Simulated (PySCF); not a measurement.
**SOF₄: one geometry, several methods**

How much do the numbers for SOF₄ (singlet) hang on the method? All levels run at one geometry, the PBE0 minimum.

Program: PySCF 2.14.0. Level of theory: several methods, basis S def2-SVP, O def2-SVP, F def2-SVP, no relativity, density fitting. These are calculated values, not measurements.

## (1) The starting structure

6 atoms, charge 0, spin multiplicity 1.

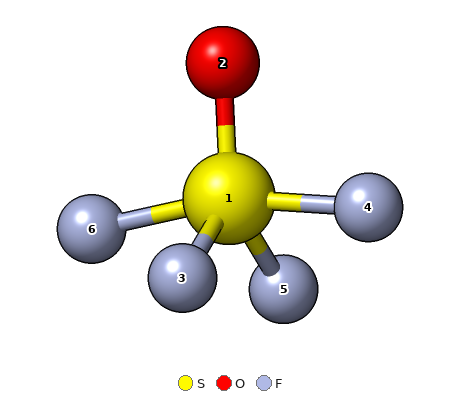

Start geometry, drawn with sulfur yellow, oxygen red, fluorine light blue; atoms are numbered from 1 in the order of the file.

```xyz
6
charge 0 multiplicity 1
S     0.0000    0.0000    0.1556
O     0.0000    0.0000    1.5858
F     1.2977    0.0000   -0.7446
F     0.0000    1.5995   -0.0537
F    -1.2977    0.0000   -0.7446
F     0.0000   -1.5995   -0.0537
```

## (2) Density, ELF and potential

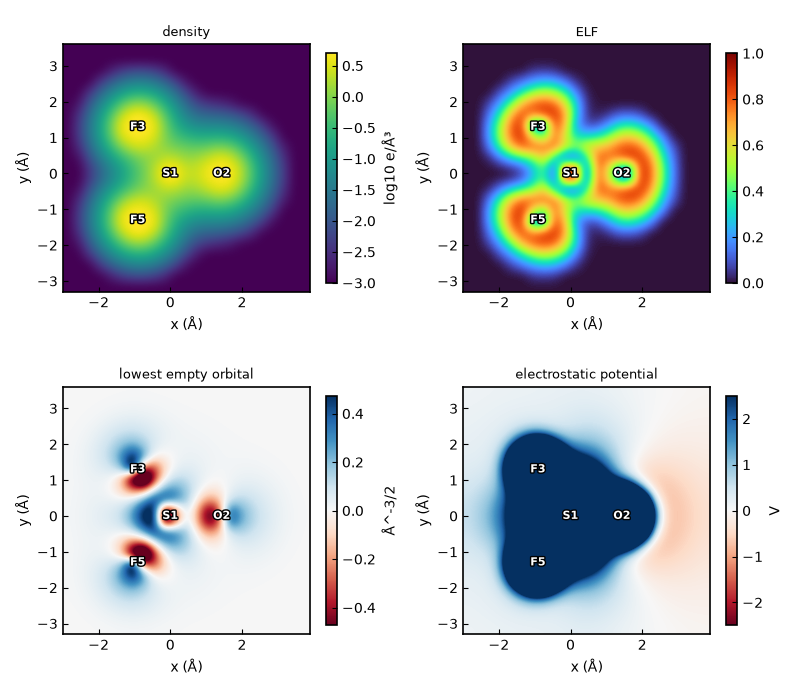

The plane holds S1 at (0.00, 0.00), O2 at (1.43, 0.00), F3 at (-0.90, 1.30), F5 at (-0.90, -1.30) Å. ELF is set to 0 where the density is under 0.005 e/Å³; an orbital's overall sign is arbitrary. The potential's colours end at ±2.5 V.

Along S1–O2 (1.430 Å) the density is least, 2.03 e/Å³, about 0.57 Å from S1; ELF there is 0.27.

Values on the line from S1 (at 0) through O2 (at 1.430 Å):

| distance (Å) | density (e/Å³) | ELF | electrostatic potential (V) |
| --- | --- | --- | --- |
| -0.50 | 1.57 | 0.0692 | 85.7 |
| -0.36 | 7.5 | 0.519 | 159 |
| -0.21 | 54.2 | 0.863 | 388 |
| -0.07 | 377 | 0.322 | 2.13e+03 |
| 0.14 | 119 | 0.666 | 768 |
| 0.29 | 20.8 | 0.799 | 233 |
| 0.43 | 3.3 | 0.106 | 112 |
| 0.57 | 2.03 | 0.274 | 62.8 |
| 0.72 | 2.4 | 0.767 | 41.1 |
| 0.86 | 3.03 | 0.792 | 39.1 |
| 1.00 | 4.09 | 0.653 | 62.6 |
| 1.14 | 5.77 | 0.168 | 142 |
| 1.29 | 35.6 | 0.59 | 438 |
| 1.50 | 249 | 0.996 | 1.13e+03 |
| 1.64 | 9.96 | 0.0955 | 228 |
| 1.79 | 5.09 | 0.627 | 81.3 |
| 1.93 | 2.78 | 0.856 | 31.8 |
| 2.07 | 1.4 | 0.87 | 12.5 |
| 2.22 | 0.661 | 0.821 | 4.62 |

Making the fields needed 0.8 s of wall time on 2 threads of Arm Neoverse V2, shared host.

## (3) PBE0

One driver script runs all steps and calls PySCF; scf.py shows the equivalent input of each level. Each SCF starts from the density of the minimum. The driver also runs the species with one electron less or more at the same geometry; their logs are not shown.

File scf.py:

```python
from pyscf import gto, scf, dft
mol = gto.M(atom='''
S      0.000000     0.000000     0.155579
O      0.000000     0.000000     1.585757
F      1.297749    -0.000000    -0.744626
F     -0.000000     1.599476    -0.053725
F     -1.297749    -0.000000    -0.744626
F      0.000000    -1.599476    -0.053725''',
    basis={'S': 'def2-SVP', 'O': 'def2-SVP', 'F': 'def2-SVP'},
    charge=0, spin=0)
mf = dft.RKS(mol, xc='PBE0')
mf.grids.atom_grid = (75, 302)
aux = {'S': 'def2-universal-JKFIT', 'O': 'def2-universal-JKFIT', 'F': 'def2-universal-JKFIT'}
mf = mf.density_fit(auxbasis=aux)
mf.conv_tol = 1e-08
mf.diis_space = 10
mf.max_cycle = 60
mf.verbose = 4
mf.kernel()
```

Launch:

```sh
OMP_NUM_THREADS=2 python axn.py task.json out
```

Output:

```text
init E= -871.562990232861
  HOMO = -0.381534577574702  LUMO = -0.0660661849640767  gap/eV = 8.58433
cycle= 1 E= -871.562990232777  delta_E= 8.39e-11  |g|= 2.65e-05  |ddm|= 2.84e-05
  HOMO = -0.381536822276831  LUMO = -0.0660660408957665  gap/eV = 8.58440
Extra cycle  E= -871.562990232514  delta_E= 2.62e-10  |g|= 4.76e-05  |ddm|= 5.13e-05
converged SCF energy = -871.562990232514
```

This level, with the species of one electron less or more, took 3.7 s.

```
energy                        : -871.562990 Eh
one electron less (charge +1) : -871.078452 Eh (doublet, ⟨S²⟩ 0.76)
one electron more (charge -1) : -871.524947 Eh (doublet, ⟨S²⟩ 0.75)
Mulliken charge of S1         : +1.48 e
```

## (4) HF

Edit scf.py of step 3 so:

```diff
@@ -11,2 +11 @@
-mf = dft.RKS(mol, xc='PBE0')
-mf.grids.atom_grid = (75, 302)
+mf = scf.RHF(mol)
```

Output, shortened:

```text
[... the frontier levels of the middle cycles are left out ...]
init E= -869.401210683742
  HOMO = -0.556349560881807  LUMO = 0.132749977009051  gap/eV = 18.75135
cycle= 1 E= -869.435360560283  delta_E= -0.0341  |g|= 0.133  |ddm|= 0.46
  HOMO = -0.571603616544268  LUMO = 0.0960618246373453  gap/eV = 18.16810
cycle= 2 E= -869.438123098655  delta_E= -0.00276  |g|= 0.0641  |ddm|= 0.143
  HOMO = -0.573172623956709  LUMO = 0.109615487384086  gap/eV = 18.57961
cycle= 3 E= -869.438942077528  delta_E= -0.000819  |g|= 0.018  |ddm|= 0.0623
cycle= 4 E= -869.439026307768  delta_E= -8.42e-05  |g|= 0.00451  |ddm|= 0.019
cycle= 5 E= -869.439033744149  delta_E= -7.44e-06  |g|= 0.00158  |ddm|= 0.00619
cycle= 6 E= -869.439034502984  delta_E= -7.59e-07  |g|= 0.000541  |ddm|= 0.00196
cycle= 7 E= -869.439034639516  delta_E= -1.37e-07  |g|= 0.000109  |ddm|= 0.000957
cycle= 8 E= -869.439034648541  delta_E= -9.03e-09  |g|= 2.67e-05  |ddm|= 0.0003
  HOMO = -0.570770770992587  LUMO = 0.11189745457188  gap/eV = 18.57635
Extra cycle  E= -869.439034648936  delta_E= -3.94e-10  |g|= 1.26e-05  |ddm|= 4.02e-05
converged SCF energy = -869.439034648936
```

This level, with the species of one electron less or more, took 1.6 s.

| Item | Value |
| --- | --- |
| energy | -869.439035 Eh |
| one electron less (charge +1) | -868.978852 Eh (doublet, ⟨S²⟩ 0.76) |
| one electron more (charge -1) | -869.380171 Eh (doublet, ⟨S²⟩ 0.76) |
| Mulliken charge of S1 | +2.00 e |

## (5) PBE

Edit scf.py of step 4 so:

```diff
@@ -11 +11,2 @@
-mf = scf.RHF(mol)
+mf = dft.RKS(mol, xc='PBE')
+mf.grids.atom_grid = (75, 302)
```

Output, shortened:

```text
[... the frontier levels of the middle cycles are left out ...]
init E= -871.550379990093
  HOMO = -0.305956136951895  LUMO = -0.114705693091619  gap/eV = 5.20419
cycle= 1 E= -871.552798684442  delta_E= -0.00242  |g|= 0.107  |ddm|= 0.269
  HOMO = -0.305072242004717  LUMO = -0.0935965767008256  gap/eV = 5.75455
cycle= 2 E= -871.54724429109  delta_E= 0.00555  |g|= 0.204  |ddm|= 0.264
  HOMO = -0.299463396833613  LUMO = -0.102737336677254  gap/eV = 5.35319
cycle= 3 E= -871.554865634731  delta_E= -0.00762  |g|= 0.0304  |ddm|= 0.174
cycle= 4 E= -871.555020168195  delta_E= -0.000155  |g|= 0.0119  |ddm|= 0.0309
cycle= 5 E= -871.555045743894  delta_E= -2.56e-05  |g|= 0.000826  |ddm|= 0.00921
cycle= 6 E= -871.555045704091  delta_E= 3.98e-08  |g|= 0.000952  |ddm|= 0.0012
cycle= 7 E= -871.555045855075  delta_E= -1.51e-07  |g|= 5.03e-05  |ddm|= 0.000675
cycle= 8 E= -871.555045855534  delta_E= -4.6e-10  |g|= 1.02e-05  |ddm|= 4e-05
  HOMO = -0.303261868764531  LUMO = -0.104925857097455  gap/eV = 5.39700
Extra cycle  E= -871.555045855449  delta_E= 8.5e-11  |g|= 2.35e-05  |ddm|= 2.9e-05
converged SCF energy = -871.555045855449
```

This level, with the species of one electron less or more, took 7.6 s.

* energy: -871.555046 Eh
* one electron less (charge +1): -871.094249 Eh (doublet, ⟨S²⟩ 0.75)
* one electron more (charge -1): -871.508051 Eh (doublet, ⟨S²⟩ 0.75)
* Mulliken charge of S1: +1.29 e

## (6) B3LYP

Edit scf.py of step 5 so:

```diff
@@ -11 +11 @@
-mf = dft.RKS(mol, xc='PBE')
+mf = dft.RKS(mol, xc='B3LYP')
```

Output:

```text
init E= -872.150867607088
  HOMO = -0.370806120308136  LUMO = -0.0799774288586543  gap/eV = 7.91385
cycle= 1 E= -872.151193665055  delta_E= -0.000326  |g|= 0.0605  |ddm|= 0.0931
  HOMO = -0.359629210858335  LUMO = -0.0755827270105978  gap/eV = 7.72930
cycle= 2 E= -872.150414131263  delta_E= 0.00078  |g|= 0.0903  |ddm|= 0.101
  HOMO = -0.366260943729985  LUMO = -0.0757384438034503  gap/eV = 7.90552
cycle= 3 E= -872.151747952085  delta_E= -0.00133  |g|= 0.0125  |ddm|= 0.0688
  HOMO = -0.365728073551451  LUMO = -0.0768608856489088  gap/eV = 7.86048
cycle= 4 E= -872.151774754618  delta_E= -2.68e-05  |g|= 0.00322  |ddm|= 0.0114
  HOMO = -0.366151470934006  LUMO = -0.0770899073944911  gap/eV = 7.86577
cycle= 5 E= -872.15177669676  delta_E= -1.94e-06  |g|= 0.000189  |ddm|= 0.00253
  HOMO = -0.366135020431992  LUMO = -0.0770767122621394  gap/eV = 7.86568
cycle= 6 E= -872.151776703423  delta_E= -6.66e-09  |g|= 1.58e-05  |ddm|= 0.000142
  HOMO = -0.366139566872777  LUMO = -0.0770755774333032  gap/eV = 7.86583
Extra cycle  E= -872.151776703399  delta_E= 2.32e-11  |g|= 1.99e-05  |ddm|= 2.5e-05
converged SCF energy = -872.151776703399
```

This level, with the species of one electron less or more, needed 7.3 s of wall time on 2 threads of Arm Neoverse V2, shared host.

| Item | Value |
| --- | --- |
| energy | -872.151777 Eh |
| one electron less (charge +1) | -871.670175 Eh (doublet, ⟨S²⟩ 0.76) |
| one electron more (charge -1) | -872.114486 Eh (doublet, ⟨S²⟩ 0.75) |
| Mulliken charge of S1 | +1.46 e |

## (7) r2SCAN

Edit scf.py of step 6 so:

```diff
@@ -11,2 +11,2 @@
-mf = dft.RKS(mol, xc='B3LYP')
-mf.grids.atom_grid = (75, 302)
+mf = dft.RKS(mol, xc='R2SCAN')
+mf.grids.atom_grid = (90, 434)
```

Output, shortened:

```text
[... the frontier levels of the middle cycles are left out ...]
init E= -871.934861206682
  HOMO = -0.329266953737882  LUMO = -0.10483888763976  gap/eV = 6.10700
cycle= 1 E= -871.936087170518  delta_E= -0.00123  |g|= 0.0195  |ddm|= 0.0931
  HOMO = -0.326436163574947  LUMO = -0.0990283936233434  gap/eV = 6.18808
cycle= 2 E= -871.936078560952  delta_E= 8.61e-06  |g|= 0.0201  |ddm|= 0.0298
  HOMO = -0.326426097809631  LUMO = -0.101699532769396  gap/eV = 6.11512
cycle= 3 E= -871.93613045163  delta_E= -5.19e-05  |g|= 0.0093  |ddm|= 0.0205
cycle= 4 E= -871.936147268912  delta_E= -1.68e-05  |g|= 0.000838  |ddm|= 0.00754
cycle= 5 E= -871.936147346127  delta_E= -7.72e-08  |g|= 0.000509  |ddm|= 0.00099
cycle= 6 E= -871.936147390636  delta_E= -4.45e-08  |g|= 9.19e-05  |ddm|= 0.000407
cycle= 7 E= -871.936147391944  delta_E= -1.31e-09  |g|= 2.43e-05  |ddm|= 8.22e-05
  HOMO = -0.327434872865857  LUMO = -0.101849944279685  gap/eV = 6.13848
Extra cycle  E= -871.936147391749  delta_E= 1.96e-10  |g|= 4.2e-05  |ddm|= 4.94e-05
converged SCF energy = -871.936147391749
```

This level, with the species of one electron less or more, took 20 s.

* energy: -871.936147 Eh
* one electron less (charge +1): -871.460595 Eh (doublet, ⟨S²⟩ 0.76)
* one electron more (charge -1): -871.895810 Eh (doublet, ⟨S²⟩ 0.75)
* Mulliken charge of S1: +1.47 e

## (8) TPSSh

Edit scf.py of step 7 so:

```diff
@@ -11 +11 @@
-mf = dft.RKS(mol, xc='R2SCAN')
+mf = dft.RKS(mol, xc='TPSSH')
```

Output, shortened:

```text
[... the frontier levels of the middle cycles are left out ...]
init E= -872.149946689123
  HOMO = -0.344334931013335  LUMO = -0.0905743479966739  gap/eV = 6.90518
cycle= 1 E= -872.150820992008  delta_E= -0.000874  |g|= 0.0231  |ddm|= 0.0955
  HOMO = -0.340372303218162  LUMO = -0.0824163260263902  gap/eV = 7.01934
cycle= 2 E= -872.150809532755  delta_E= 1.15e-05  |g|= 0.0238  |ddm|= 0.0411
  HOMO = -0.340386141495125  LUMO = -0.0860176196526887  gap/eV = 6.92172
cycle= 3 E= -872.150897056969  delta_E= -8.75e-05  |g|= 0.0106  |ddm|= 0.0273
cycle= 4 E= -872.150918010858  delta_E= -2.1e-05  |g|= 0.00117  |ddm|= 0.00834
cycle= 5 E= -872.150918212162  delta_E= -2.01e-07  |g|= 0.000454  |ddm|= 0.00109
cycle= 6 E= -872.150918244585  delta_E= -3.24e-08  |g|= 0.000132  |ddm|= 0.000365
cycle= 7 E= -872.150918247237  delta_E= -2.65e-09  |g|= 3.89e-05  |ddm|= 0.000112
  HOMO = -0.341611571696005  LUMO = -0.0862402133599649  gap/eV = 6.94901
Extra cycle  E= -872.150918246665  delta_E= 5.72e-10  |g|= 6.98e-05  |ddm|= 7.93e-05
converged SCF energy = -872.150918246665
```

This level, with the species of one electron less or more, took 20 s.

* energy: -872.150918 Eh
* one electron less (charge +1): -871.677605 Eh (doublet, ⟨S²⟩ 0.76)
* one electron more (charge -1): -872.108014 Eh (doublet, ⟨S²⟩ 0.75)
* Mulliken charge of S1: +1.44 e

## (9) MN15

Edit scf.py of step 8 so:

```diff
@@ -11 +11 @@
-mf = dft.RKS(mol, xc='TPSSH')
+mf = dft.RKS(mol, xc='MN15')
```

Output, shortened:

```text
[... the frontier levels of the middle cycles are left out ...]
init E= -871.590499611397
  HOMO = -0.419449246336296  LUMO = -0.0292466940216674  gap/eV = 10.61795
cycle= 1 E= -871.601865110339  delta_E= -0.0114  |g|= 0.0809  |ddm|= 0.309
  HOMO = -0.407208048749835  LUMO = -0.0241313696469923  gap/eV = 10.42405
cycle= 2 E= -871.601305009975  delta_E= 0.00056  |g|= 0.099  |ddm|= 0.112
  HOMO = -0.414275690422923  LUMO = -0.0234356954586703  gap/eV = 10.63530
cycle= 3 E= -871.602885926643  delta_E= -0.00158  |g|= 0.0114  |ddm|= 0.0734
cycle= 4 E= -871.602903697156  delta_E= -1.78e-05  |g|= 0.00613  |ddm|= 0.0114
cycle= 5 E= -871.602909877711  delta_E= -6.18e-06  |g|= 0.00151  |ddm|= 0.00526
cycle= 6 E= -871.602910328972  delta_E= -4.51e-07  |g|= 8.41e-05  |ddm|= 0.00135
cycle= 7 E= -871.60291033266  delta_E= -3.69e-09  |g|= 2.17e-05  |ddm|= 0.000202
  HOMO = -0.414125007074262  LUMO = -0.0245481304820325  gap/eV = 10.60093
Extra cycle  E= -871.602910332716  delta_E= -5.57e-11  |g|= 2.71e-05  |ddm|= 4.17e-05
converged SCF energy = -871.602910332716
```

This level, with the species of one electron less or more, took 21 s.

```
energy                        : -871.602910 Eh
one electron less (charge +1) : -871.112145 Eh (doublet, ⟨S²⟩ 0.76)
one electron more (charge -1) : -871.548744 Eh (doublet, ⟨S²⟩ 0.75)
Mulliken charge of S1         : +1.38 e
```

## (10) B97-3

Edit scf.py of step 9 so:

```diff
@@ -11,2 +11,2 @@
-mf = dft.RKS(mol, xc='MN15')
-mf.grids.atom_grid = (90, 434)
+mf = dft.RKS(mol, xc='HYB_GGA_XC_B97_3')
+mf.grids.atom_grid = (75, 302)
```

Output:

```text
init E= -871.96136239281
  HOMO = -0.388004165877996  LUMO = -0.0608907844849127  gap/eV = 8.90121
cycle= 1 E= -871.961369183173  delta_E= -6.79e-06  |g|= 0.0411  |ddm|= 0.0763
  HOMO = -0.382307837316837  LUMO = -0.0631150010433887  gap/eV = 8.68568
cycle= 2 E= -871.960965445528  delta_E= 0.000404  |g|= 0.0629  |ddm|= 0.0758
  HOMO = -0.386592325889216  LUMO = -0.0614505742058458  gap/eV = 8.84756
cycle= 3 E= -871.961651376135  delta_E= -0.000686  |g|= 0.00667  |ddm|= 0.0488
  HOMO = -0.386030600736438  LUMO = -0.0616019092574205  gap/eV = 8.82815
cycle= 4 E= -871.961659379105  delta_E= -8e-06  |g|= 0.000389  |ddm|= 0.00496
  HOMO = -0.386093578619691  LUMO = -0.0616421772091744  gap/eV = 8.82877
cycle= 5 E= -871.961659404613  delta_E= -2.55e-08  |g|= 0.000107  |ddm|= 0.000355
  HOMO = -0.386076062496451  LUMO = -0.061615485455341  gap/eV = 8.82902
cycle= 6 E= -871.961659406424  delta_E= -1.81e-09  |g|= 4.52e-05  |ddm|= 0.000111
  HOMO = -0.386075422669919  LUMO = -0.0616220972347481  gap/eV = 8.82882
Extra cycle  E= -871.961659405946  delta_E= 4.78e-10  |g|= 7.17e-05  |ddm|= 7.82e-05
converged SCF energy = -871.961659405946
```

This level, with the species of one electron less or more, needed 6.2 s of wall time on 2 threads of Arm Neoverse V2, shared host.

- energy: -871.961659 Eh
- one electron less (charge +1): -871.474053 Eh (doublet, ⟨S²⟩ 0.76)
- one electron more (charge -1): -871.921801 Eh (doublet, ⟨S²⟩ 0.75)
- Mulliken charge of S1: +1.54 e

## (11) Comparison of the levels

| level | atomisation energy (kJ/mol) | vertical ionisation energy (eV) | vertical electron affinity (eV) | −ε(HOMO) (eV) | gap (eV) | dipole (D) | wall time |
| --- | --- | --- | --- | --- | --- | --- | --- |
| PBE0 | 1586 | 13.18 | -1.04 | 10.38 | 8.58 | 0.99 | 3.7 s |
| HF | 569 | 12.52 | -1.60 | 15.53 | 18.58 | 1.13 | 1.6 s |
| PBE | 1787 | 12.54 | -1.28 | 8.25 | 5.40 | 0.97 | 7.6 s |
| B3LYP | 1559 | 13.11 | -1.01 | 9.96 | 7.87 | 0.99 | 7.3 s |
| r2SCAN | – | 12.94 | -1.10 | 8.91 | 6.14 | 0.98 | 20 s |
| TPSSh | 1572 | 12.88 | -1.17 | 9.30 | 6.95 | 0.96 | 20 s |
| MN15 | – | 13.35 | -1.47 | 11.27 | 10.60 | 1.00 | 21 s |
| B97-3 | – | 13.27 | -1.08 | 10.51 | 8.83 | 1.01 | 6.2 s |

Times are for 2 threads of Arm Neoverse V2, shared host; PBE0 starts from its own converged density, so its time is not comparable. A dash stands where a species or a free atom was not run at that level, or the quantity is not defined.

Atomisation goes to high-spin atoms in their ground configurations, run at the same level, without zero-point energy.

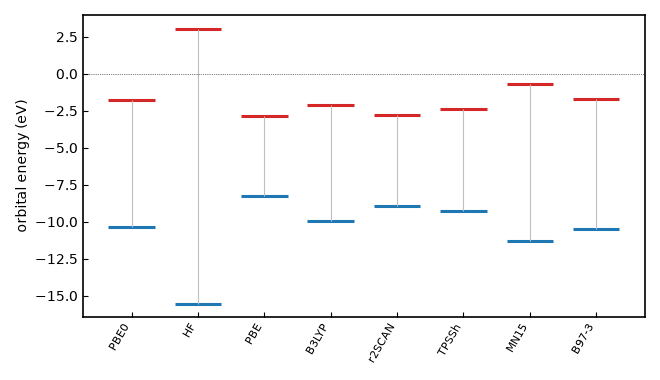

Highest occupied (blue) and lowest empty (red) levels by method.

## (12) Outcome

| quantity | value |
| --- | --- |
| atomisation energy, range | 569 (HF) to 1787 (PBE) kJ/mol |
| vertical ionisation energy, range | 12.52 (HF) to 13.35 (MN15) eV |
| vertical electron affinity | negative in this basis |
| orbital gap, range | 5.40 (PBE) to 18.58 (HF) eV |

In words: The atomisation energy spreads over 1218 kJ/mol, from HF to PBE; without a CCSD(T) value for it there is no yardstick here. The vertical electron affinity comes out negative at every level, so the value hangs on the basis and the levels are not ranked on it; without diffuse functions even a bound anion can come out this way.
